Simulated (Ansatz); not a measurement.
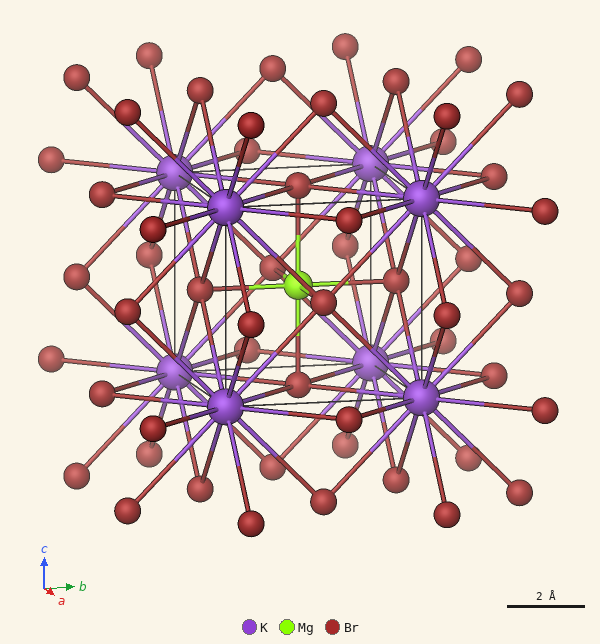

This is crystalline KMgBr3 (built on the cubic perovskite type) at its r2SCAN-relaxed geometry. Style: ball-and-stick. Shown: the cell of the calculation, slightly off an axis.

All numbers below come from DFT, PBE, plane waves, PAW in Ansatz 0.2.0. Settings: plane-wave cutoff 420 eV; k-point mesh 6 × 6 × 6; occupations fermi dirac; smearing width 0.02 eV; no spin polarisation.

Now this is done to it. The cell is strained by −0.9 % along c and +1.5 % across it (volume +2.1 %). The atoms and the free axis were relaxed with r2SCAN under that strain, and this is a single point on that geometry.

Input file:
```yaml
crystal:
  lattice:
    - [5.382714595, 0.0, 0.0]
    - [0.0, 5.382714595, 0.0]
    - [0.0, 0.0, 5.2550502745]
  atoms:
    - { symbol: K, position: [0.0, 0.0, 0.0] }
    - { symbol: Mg, position: [0.5, 0.5, 0.5] }
    - { symbol: Br, position: [0.5, 0.5, 0.0] }
    - { symbol: Br, position: [0.5, 0.0, 0.5] }
    - { symbol: Br, position: [0.0, 0.5, 0.5] }
kpoints:
  mp_grid: { grid: [6, 6, 6] }
  band_path:
    path: [[0.0, 0.0, 0.0], [0.0, 0.5, 0.0], [0.5, 0.5, 0.0], [0.5, 0.5, 0.5]]
    npoints: 1
hamiltonian:
  xc: pbe
scf:
  occupations: { method: fermi_dirac, width: 0.02 }
  n_extra_bands: 5
output:
  forces: true
  stress: true
  eigenvalues: true
```

Launched with:
```bash
ansatz run input.yaml --threads 4 --pin off --max-ram 4608MiB --backend cpu --events-out ev --progress --plain --runs-dir out
```

**What is the effect?**

Energy change: −1.1 meV per atom. The pressure goes from 0.9 to 0.3 GPa. The principal stresses (compression positive) are 0.8 GPa along c and 0.1 GPa across it. All forces vanish by symmetry. Near-neighbour distances before and after: Br–K 3.750 → 3.761 to 3.806 Å, Br–Mg 2.652 → 2.628 to 2.691 Å. The space group (tolerance 0.01 Å) goes from Pm-3m (No. 221) to P4/mmm (No. 123).

The changed structure in the same view:

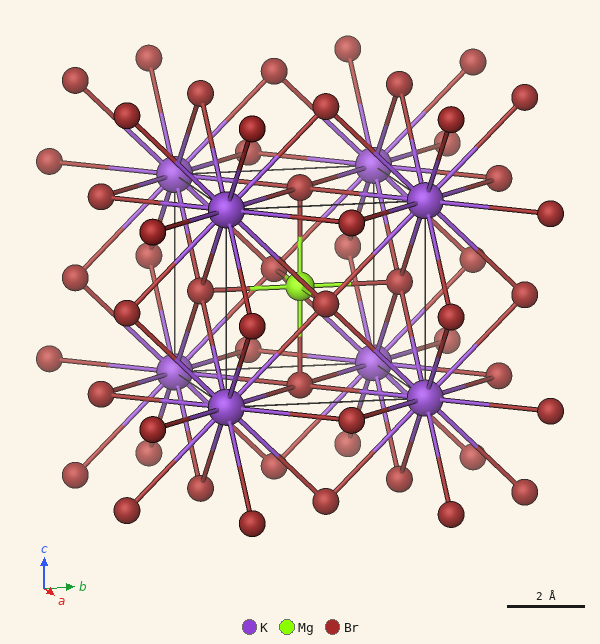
